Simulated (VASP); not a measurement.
Given:

```xyz
2
Lattice="2.9237 0.0000 0.0000 0.0000 2.9237 0.0000 0.0000 0.0000 2.9237" Properties=species:S:1:pos:R:3 pbc="T T T"
Zn     1.4619     1.4619     1.4619
Cu     0.0000     0.0000     0.0000
```

The numbers are results of PBE GGA with D4 dispersion, VASP's PBE PAW potentials (set 64) (plane waves; VASP), not measurements. Run with 520 eV cut-off, 14×14×14 Γ-centred mesh, tetrahedra with Blöchl corrections, potentials Zn Cu.

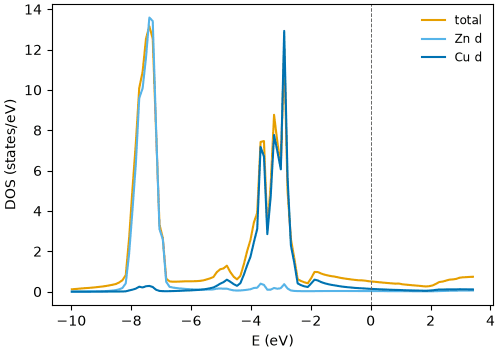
Fig. 1. Total and projected density of states, zero at the Fermi level

Within 2 eV below the Fermi level the largest weight inside VASP's projection spheres is Cu d, then Zn p.

It has no gap at this level: it comes out as a metal or semimetal.

The compound is CuZn in the CsCl type structure. It was relaxed first. The electron count is odd and the run is not spin-polarised, which forces a metal.
